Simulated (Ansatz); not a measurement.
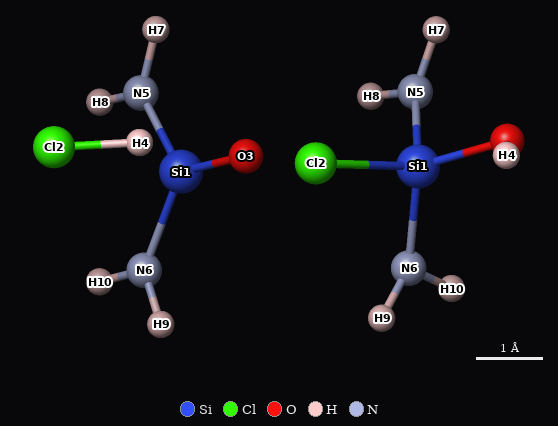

Two geometries of SiN$_{2}$H$_{5}$OCl, drawn at one scale. One is the start of a relaxation, the other its converged end. Style: ball-and-stick. Shown from a free direction.

Level of theory: RKS B3LYP-D4/def2-SVP in Ansatz. Settings: no spin polarisation; force threshold 0.03 eV/Å; at most 50 steps.

Which of the two is the end point?

Answer. The right one is the relaxed one. The run prepares an end point of a later path (reaction) calculation, from a guessed geometry. After 27 accepted moves (28 points after the start) the energy has fallen by 219.8 kJ/mol. The largest force component goes from 0.35 to 0.0086 eV/Å. The line search rejected the trial step at point 18 of the run. H4 moves most after the best rigid fit: 1.46 Å. Largest moves by element: H 1.46 Å, Cl 1.07 Å, Si 0.76 Å, O 0.37 Å, N 0.30 Å. Some distances before and after: Cl2–H4 1.316 → 2.950 Å, Si1–Cl2 3.429 → 2.105 Å, O3–H4 2.259 → 0.964 Å, Si1–O3 1.540 → 1.662 Å. New bonds form, among them: O3–H4 (2.26 → 0.96 Å), Si1–Cl2 (3.43 → 2.10 Å). Bonds break, among them: Cl2–H4 (1.32 → 2.95 Å). Among the angles between lasting bonds that change: O3–Si1–N5 125.1° → 104.0°, Si1–N6–H10 126.3° → 120.5°, O3–Si1–N6 125.0° → 119.5°.

Limits of the set-up: the start holds two separate molecules, 2.3 Å apart at their closest, whose relative position is a soft coordinate.
